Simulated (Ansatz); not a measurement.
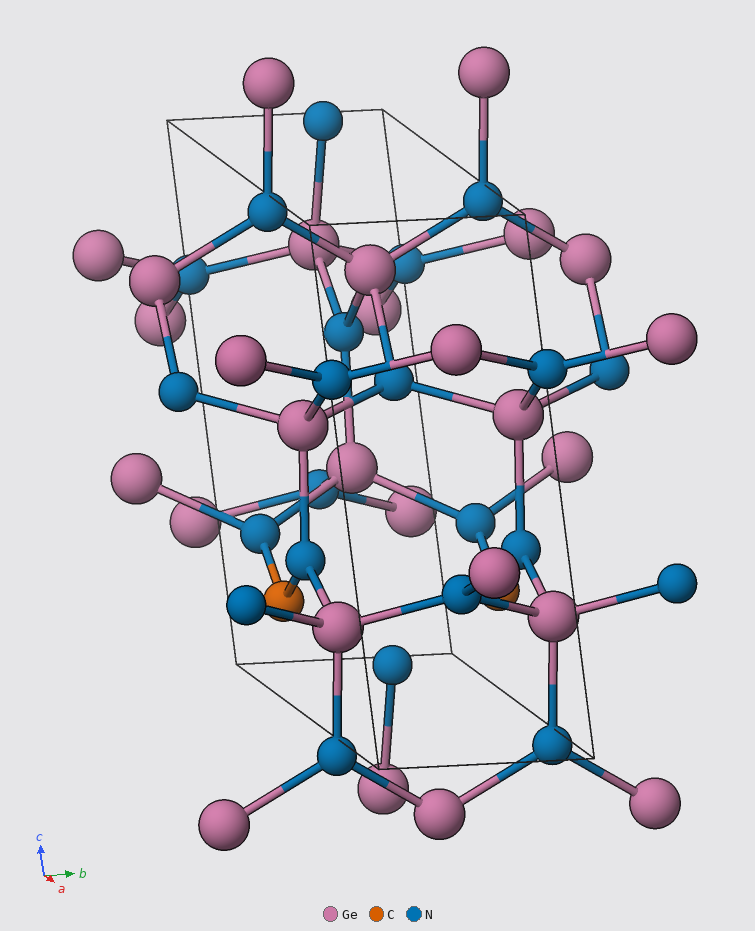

Ball-and-stick representation of a periodic structure, projected slightly off an axis. Atoms at the boundary of the conventional unit cell (the box) are drawn once for each face, edge or corner they touch. The first bonded neighbours in the surrounding cells are also shown.

Ge₅CN₈, space group Pm (No. 6), a = 7.652 Å, b = 3.023 Å, c = 7.771 Å, α = 90.00°, β = 118.67°, γ = 90.00°. It derives from a structure type filled with these elements by a generator (whether the compound takes this form wasn't checked). Earlier steps of the study, as a rule a relaxation of our own, may have changed the cell and positions, so they can lie some per cent off the listed ones. It was run through Ansatz as a DFT input.

This one geometry was computed with Ansatz (DFT, plane waves, PAW) at five levels of theory: PBE with spin-orbit coupling, HSE06, r2SCAN, PBE and PBE0. It was relaxed beforehand with r2SCAN.

Question: Which level gives the highest pressure at this volume, and what does that say about its equilibrium volume?

Answer: Highest: PBE with spin-orbit coupling (6.4 GPa) and PBE (6.4 GPa), which points to the largest equilibrium volume. Lowest, with the smallest volume: HSE06 (-1.4 GPa) and PBE0 (-1.6 GPa). Levels within 0.5 GPa of each other can't be told apart.

Question: How does the band gap change with the level of theory?

Answer: PBE with spin-orbit coupling: a gap of 1.21 eV, indirect; PBE: a gap of 1.21 eV, indirect; r2SCAN: a gap of 1.50 eV, indirect; HSE06: a gap of 2.53 eV, indirect; PBE0: a gap of 3.26 eV, indirect.

Question: Collect the results in a table.

Answer:
| level | cutoff (eV) | k-mesh of the run's cell | gap (eV) | pressure (GPa) |
| --- | --- | --- | --- | --- |
| PBE with spin-orbit coupling | 420 | 4×8×4 | 1.21 | 6.4 |
| HSE06 | 420 | 2×6×2 | 2.53 | -1.4 |
| r2SCAN | 500 | 4×8×4 | 1.50 | 0.0 |
| PBE | 420 | 4×8×4 | 1.21 | 6.4 |
| PBE0 | 420 | 2×6×2 | 3.26 | -1.6 |

Gaps are taken on the k-mesh or band path of each run.
